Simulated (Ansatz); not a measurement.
# C4H7AlO: a ladder of functionals and wavefunction methods

Aim: compute C4H7AlO with functionals from several rungs and with coupled cluster, and see how far each lands from CCSD(T) at the basis-set limit for the atomisation energy.

Computed with Ansatz 0.2.0, Gaussian basis. Level: functionals in def2-TZVPP, the program's frozen cores in correlated methods.

The runs, in order: PBE-D4, r2SCAN-D4, PBE0-D4, B3LYP-D4, ωB97X-V, ωB97M-V, B2PLYP; CCSD(T)/def2-TZVPP; MP2/def2-QZVPP; extrapolation to the limit.

### 1 The relaxed structure

An earlier PBE0-D4 in a triple-zeta def2 set relaxation fixed the geometry.

13 atoms, charge 0, spin multiplicity 1.

Atoms are counted from 1 here; the program's logs count them from 0.

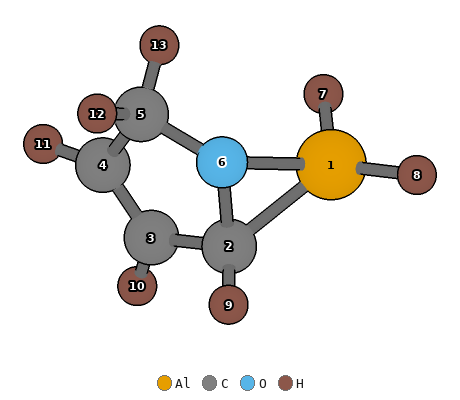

The geometry (aluminium amber, carbon grey, oxygen blue, hydrogen brown); atoms are numbered from 1 in the order of the file.

### 2 PBE-D4 (GGA)

Contents of in.yaml:

```yaml
crystal:
  periodic: [false, false, false]
  atoms:
    - {symbol: Al, position_ang: [-1.917508, -0.435243, -0.255426]}
    - {symbol: C, position_ang: [-0.540347, 0.945950, -0.463525]}
    - {symbol: C, position_ang: [0.762803, 0.599135, -1.037030]}
    - {symbol: C, position_ang: [1.506820, -0.138953, -0.219490]}
    - {symbol: C, position_ang: [0.797663, -0.373442, 1.073619]}
    - {symbol: O, position_ang: [-0.496054, 0.235271, 0.881124]}
    - {symbol: H, position_ang: [-1.526563, -1.878359, -0.786348]}
    - {symbol: H, position_ang: [-3.345518, -0.068067, 0.325468]}
    - {symbol: H, position_ang: [-0.706656, 2.010689, -0.290259]}
    - {symbol: H, position_ang: [1.055116, 0.921643, -2.027983]}
    - {symbol: H, position_ang: [2.495616, -0.525110, -0.423804]}
    - {symbol: H, position_ang: [1.290790, 0.102699, 1.931251]}
    - {symbol: H, position_ang: [0.644138, -1.431111, 1.307103]}
basis:
  gaussian: {orbitals: def2-TZVPP}
hamiltonian: {xc: pbe, dispersion: d4}
output: {forces: true, orbitals: {seedname: orbitals}}
```

Launch:

```
$ ansatz run in.yaml --threads 4 --pin off --events-out ev --progress --plain --max-ram 10444MiB
```

The runs that follow: r2SCAN-D4 (meta-GGA); PBE0-D4 (hybrid); B3LYP-D4 (hybrid); ωB97X-V (range-separated); ωB97M-V (range-separated); B2PLYP (double hybrid); CCSD(T) in def2-TZVPP; MP2 in def2-QZVPP.

Q: Predict the results of all the runs planned. Wanted: atomisation energy, CCSD(T)/CBS; farthest; mean size of error, hybrid; mean size of error, range-separated; gap, smallest and largest; T1 diagnostic; triples share of the correlation energy.

**Answer**, as computed:

| quantity | value |
| --- | --- |
| atomisation energy, CCSD(T)/CBS | 5114.0 kJ/mol |
| functionals within 25.6 kJ/mol (0.5 %) | B3LYP-D4, ωB97X-V, ωB97M-V |
| farthest | PBE-D4 (+132.5 kJ/mol) |
| mean size of error, hybrid | 20.8 kJ/mol |
| mean size of error, range-separated | 18.5 kJ/mol |
| gap, smallest and largest | 4.19 eV (PBE-D4), 10.27 eV (ωB97X-V) |
| T1 diagnostic | 0.0124 |
| triples share of the correlation energy | 4.3 % |

In words: PBE-D4 misses by +132.5 kJ/mol. Double hybrids carry the basis error of their MP2 part in triple zeta, and no dispersion term here, so their miss is partly the set-up's. Misses under about 25.6 kJ/mol are within the doubt on the reference itself, which lacks core-valence correlation, relativity and higher excitations. Hartree-Fock recovers 73 % of the binding; the rest is correlation. The gap grows from 4.2 to 10.3 eV across the functionals, mostly with the share of exact exchange.
